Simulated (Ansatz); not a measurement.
Consider AlClFH3.

Input file:

```
crystal:
  periodic: [false, false, false]
  atoms:
    - { symbol: Al, position_ang: [0.02854, -0.492605, -0.460295] }
    - { symbol: F, position_ang: [0.050584, 0.027772, 2.364452] }
    - { symbol: H, position_ang: [1.430843, 0.180748, -0.799027] }
    - { symbol: H, position_ang: [-1.415936, 0.107026, -0.759153] }
    - { symbol: Cl, position_ang: [0.091262, -2.516211, 0.428469] }
    - { symbol: H, position_ang: [-0.026493, -0.90753, 2.425755] }
basis:
  gaussian: { orbitals: "6-31G*" }
hamiltonian:
  xc: pbe
relax:
  f_tol: 0.03
  max_steps: 50
output:
  orbitals: {}
```

Run with:

```sh
ansatz run input.yaml --threads 1 --pin off --max-ram 2048MiB --backend cpu --events-out ev --progress --plain --runs-dir out
```

The fields are those of the run's last geometry, not of the input's.

Level of theory: RKS PBE/6-31G* in Ansatz 0.2.0.

Question: Predict the electron density and electron localisation function between the atoms.

Answer: Al–F (2.00 Å): ρ at the midpoint is about 0.37 e/Å³; the ELF peaks at about 0.85 in the valence shell of F, 0.6 Å from its nucleus, and is about 0.30 at the midpoint.
Al–Cl (2.23 Å): ρ at the midpoint is about 0.58 e/Å³; the ELF peaks at about 0.90 in the valence shell of Cl, 0.9 Å from its nucleus, and is about 0.80 at the midpoint.
F–H (1.00 Å): ρ is about 3.8 e/Å³ halfway; the ELF climbs to about 1 towards the hydrogen, as it does in any bond to H: an ordinary covalent bond to hydrogen.

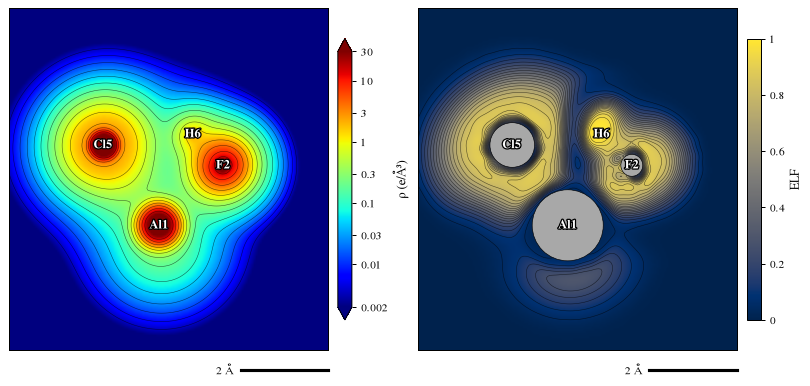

Computed electron density and electron localisation function on the plane of atoms F2, Al1 and Cl5, in this order. Grey discs cover the atomic cores in the ELF map. 
